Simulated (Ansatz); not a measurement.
A relaxed structure of CdSe. Space group P6₃mc (No. 186), AFLOW prototype AB_hP8_186_ab_ab (B5, as in SiC). All values below come from PBE (plane waves to 420 eV, PAW, scalar-relativistic; Ansatz, an electronic-structure program).

```cif
data_Cd4Se4
_chemical_formula_sum 'Cd4 Se4'
_space_group_name_H-M_alt 'P63mc'
_space_group_IT_number 186
_space_group_name_Hall 'P 6c -2c'
_cell_length_a 4.38287
_cell_length_b 4.38287
_cell_length_c 14.30809
_cell_angle_alpha 90.000
_cell_angle_beta 90.000
_cell_angle_gamma 120.000
loop_
_atom_site_label
_atom_site_type_symbol
_atom_site_symmetry_multiplicity
_atom_site_Wyckoff_symbol
_atom_site_fract_x
_atom_site_fract_y
_atom_site_fract_z
_atom_site_occupancy
Cd1 Cd 2 a 0.00000 0.00000 0.00029 1
Cd2 Cd 2 b 0.33333 0.66667 0.25019 1
Se1 Se 2 a 0.00000 0.00000 0.31271 1
Se2 Se 2 b 0.33333 0.66667 0.06243 1
```

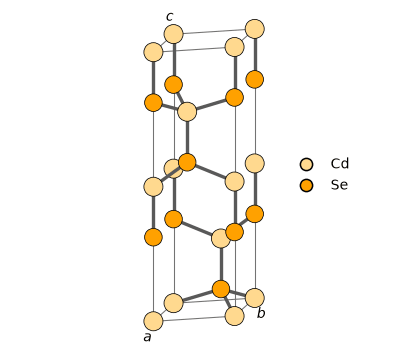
Figure. The conventional cell of the relaxed structure

- Volume per atom: 29.75 Å³
- Band gap: 0.52 eV, direct at Γ (no spin-orbit coupling)
- Shortest distances: Cd–Se 2.68 Å
- k-mesh: 9×9×3

Band energies at high-symmetry points (eV from the VBM; labels of this space group; no spin-orbit coupling), from −5 eV up to 5.5 eV:

```csv
point,energies
Γ,-4.06 -2.53 -2.51 -0.68 -0.68 -0.36 -0.36 -0.36 -0.36 -0.02 0.00 0.00 0.52 2.15 2.23 2.31
M,-4.05 -3.94 -3.68 -3.57 -2.16 -1.82 -1.67 -1.21 -1.21 -1.20 -0.83 -0.68 2.49 2.84 3.41 3.68 4.35 4.72
K,-3.84 -3.74 -3.74 -3.56 -2.53 -2.53 -1.83 -1.83 -1.70 -1.30 -1.30 -1.01 3.67 4.08 4.08 4.55 4.90 4.90
A,-3.61 -3.61 -1.18 -1.18 -0.59 -0.59 -0.59 -0.59 -0.11 -0.11 -0.11 -0.11 1.53 1.53 2.28 2.28
L,-3.95 -3.95 -3.70 -3.70 -1.88 -1.88 -1.54 -1.54 -1.13 -1.13 -0.84 -0.84 2.90 2.90 3.43 3.43 4.26 4.26
H,-3.74 -3.74 -3.72 -3.72 -2.44 -2.44 -2.01 -2.01 -1.36 -1.36 -1.20 -1.20 3.89 3.89 4.13 4.13 5.16 5.16
```

No spin polarisation in the result.

The run could not lose the symmetry of its start; a randomly shaken copy of 8 atoms returns to this structure.

The first start was generated by placing the elements on the sites of a structure type. A measured structure of CdSe has the same space group, P6₃mc (No. 186); the sites were not compared with it.
